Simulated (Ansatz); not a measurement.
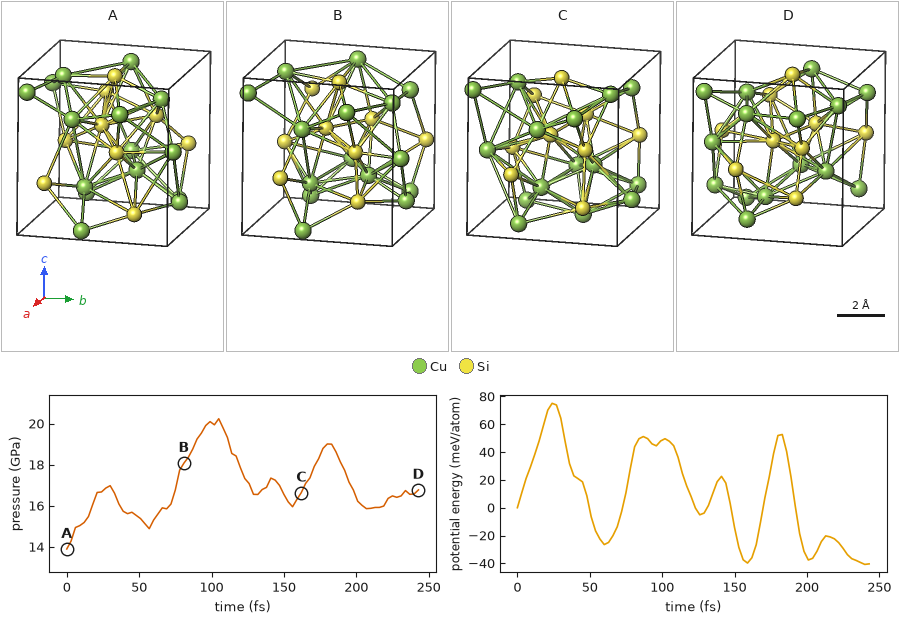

First-principles dynamics of an amorphous cell of composition Cu₅Si₃ (24 atoms in the cell), 243 fs long. Frames (A at 0 fs, B at 81 fs, C at 162 fs, D at 243 fs) and the history of the run. The picture is a ball-and-stick view of the simulation cell, seen slightly off an axis. Atoms that leave the cell re-enter on the other side. Bonds to atoms that aren't drawn are left out.

Level of theory: DFT PBE, scalar-relativistic, plane waves, PAW (Ansatz). Set-up: plane-wave cutoff 420 eV; k-point mesh 1 × 1 × 1; Fermi-Dirac smearing 0.185 eV; volume 0.96 times that of the relaxed crystal; set temperature 2150 K; time step 3 fs.

What happens in this trajectory?

Answer. Root-mean-square distances from the starting positions over the second half, with the common drift of all atoms taken out: Si 0.74 Å, Cu 0.61 Å. Against the typical shortest distance between atoms in the first frame, about 2.3 Å these are large excursions, but over 243 fs one can't yet tell strong vibration from the start of diffusion. Bond changes: 4 Si–Si bonds form between 72 fs and 150 fs; 4 Si–Si bonds break between 84 fs and 237 fs. The mean temperature in the second half is 2112 K (standard deviation 327 K). The potential energy in the second half lies on average 10.2 meV per atom below the first frame. The mean pressure there is 16.9 GPa.

Limits of the set-up: the periodic images lie only 6.7 Å apart, so the values are limited by the cell's size.
